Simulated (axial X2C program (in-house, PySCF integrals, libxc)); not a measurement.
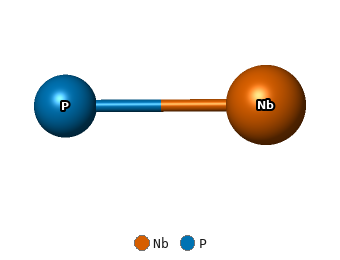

*The molecule at the reference distance of 2.114 Å.*

## Relativistic diatomic calculation for NbP⁺

- system: NbP⁺, single determinant with M_S = 1/2 and |Λ| = 2.
- method: PBE50, spin-free X2C-1e, Nb dyall-cv3z, P dyall-v3z (cores contracted) (axial X2C program (in-house, PySCF integrals, libxc))

**Log**
```
spin-free X2C-1e  PBE50
basis functions 200  fitting functions 994  grid points 5078
iter        total energy     max residual
   1      -4160.985932531     1.08e-01
   2      -4160.989178569     5.98e-03
   3      -4160.987002031     1.27e-02
   4      -4160.990062377     2.20e-03
   5      -4160.990310296     1.59e-03
   6      -4160.990569332     1.42e-03
   7      -4160.991223726     1.11e-03
   8      -4160.991389236     4.34e-04
   9      -4160.991388973     2.66e-04
  10      -4160.991397057     1.19e-04
  11      -4160.991397976     4.83e-05
  12      -4160.991398309     2.18e-05
  13      -4160.991398454     1.66e-05
  14      -4160.991398552     1.02e-05
  15      -4160.991398563     2.66e-06
  16      -4160.991398564     1.76e-06
converged
one-electron -6038.56465802  Coulomb 1866.38934712  exact exchange -70.17058715  xc functional -72.59251315  nuclear repulsion 153.94701264
```

**The points of the curve**

| R (Å) | E (hartree) | dipole (D; origin at the first atom, positive when the second is positive) | highest filled (eV) | lowest empty (eV) |
| --- | --- | --- | --- | --- |
| 1.987 | −4160.984698 | −1.75 | −13.27 | −7.95 |
| 2.051 | −4160.989923 | −1.84 | −13.25 | −7.98 |
| 2.114 | −4160.991399 | −1.86 | −13.20 | −8.00 |
| 2.188 | −4160.990334 | −1.84 | −13.09 | −8.00 |
| 2.262 | −4160.987437 | −1.80 | −12.99 | −7.99 |

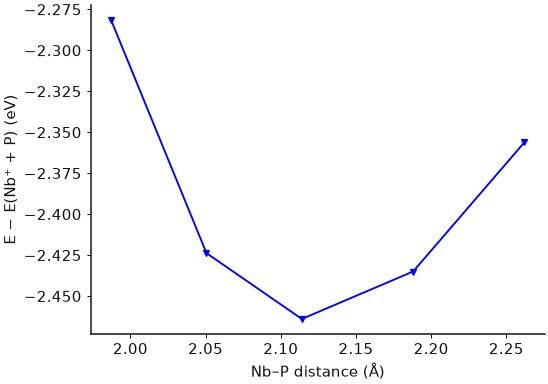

*Energy at 5 bond lengths, for one set of occupations held fixed; the line joins the points.*

A polynomial of degree 3 through 5 points gives rₑ = 2.119 Å, ωₑ = 423.1 cm⁻¹ and Bₑ = 0.1617 cm⁻¹. The minimum lies 2.47 eV below Nb⁺ + P, each computed as one determinant at the same level.

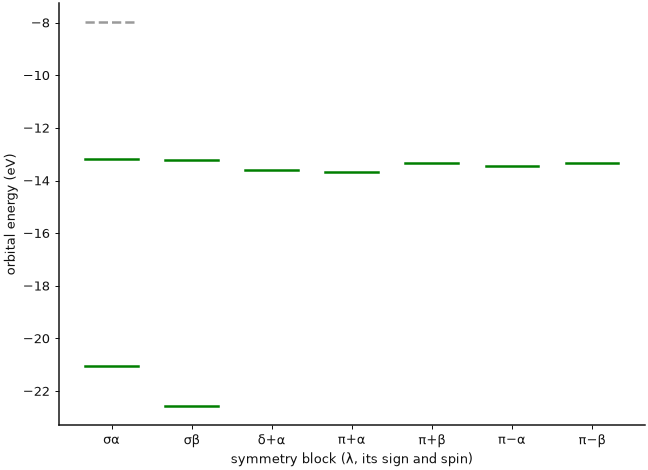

*Orbital energies near the frontier at 2.11 Å, filled (solid) and empty (dashed); a label such as π−α means λ = −1 and α spin.*

The highest filled orbital (σα; 44 % Nb d, 42 % P p) lies at −13.20 eV, the lowest empty one (σα; 58 % Nb s, 22 % Nb d) at −8.00 eV.

**Input file**
```
{"zs": [41, 15], "q": 1, "bas": ["dyall-cv3z", "dyall-v3z"], "levels": ["PBE0", "HF", "PBE50"], "cc": true, "r0": 2.27, "thr": -1.0, "nmax": 90, "npts": 10, "nst": 2, "ntry": 6}
```

The line is the task of a batch: nuclear charges, charge, bases, the levels to run, a first guess of the distance and further settings. This report covers PBE50 without spin-orbit coupling. The log is that of the reference distance 2.114 Å.

Launched within a batch (the task file carries these settings):
```bash
python <driver script> task.json out
```

**Summary**

- outcome: converged
- bond length rₑ: 2.119 Å
- ωₑ: 423.1 cm⁻¹
- energy at the minimum: −4160.99144 hartree
- depth below the fragments: 2.47 eV
- largest ⟨S²⟩ along the curve: 1.80
- hardware: 1 thread of Intel Xeon (Sapphire Rapids), 288 GiB of memory available, shared host
- wall time: 7 s

**Notes**

⟨S²⟩ reaches 1.80 where a pure state of this multiplicity has 0.75, so the determinant is spin-contaminated. Caveats: 5 of the 10 points asked for were kept.
